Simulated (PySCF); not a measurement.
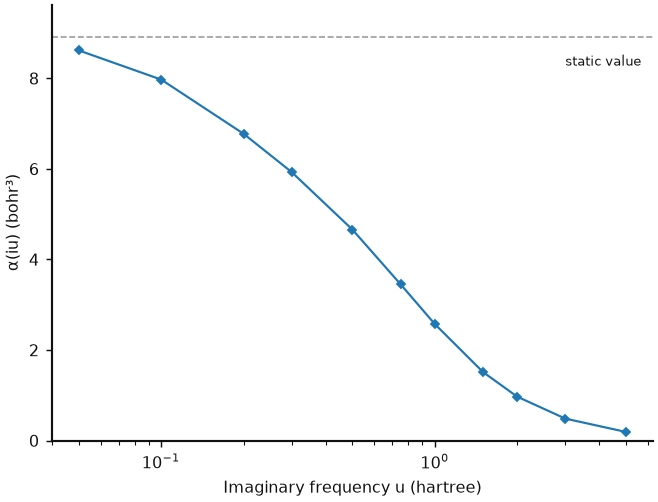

Dipole polarisability at imaginary frequency of Kr²⁺ ([Ar] 3d¹⁰ 4s² 4p³ 4d). Coupled response at the HF level; PySCF, aug-cc-pVDZ-DK, spin-free X2C-1e, unrestricted single determinants, no spin-orbit coupling.

> What follows from the curve?

The static dipole polarisability is 8.91 bohr³; α(iu) falls to half of it near u = 0.53 hartree. The Casimir–Polder integral gives C₆ = 30.7 hartree bohr⁶ for two such species.
